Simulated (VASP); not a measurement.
Band structure of HfSi (space group Pnma). Computed with r2SCAN meta-GGA, VASP's PBE PAW potentials (set 64) (plane waves; VASP).

Unless said otherwise, spin-orbit coupling is left out, though it shifts the bands of the heavy elements here.

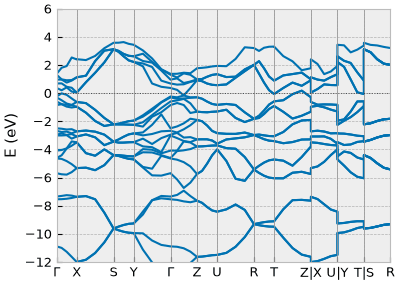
Figure: Bands along high-symmetry lines, zero at the valence-band maximum or, without a gap, the Fermi level

Q: Read the plot: is there a gap, and where are the band edges?

A: It has no gap at this level: it comes out as a metal or semimetal.

The structure comes from a computed database's HfSi entry (Pnma); how it stands against other phases isn't given here. It was relaxed first.
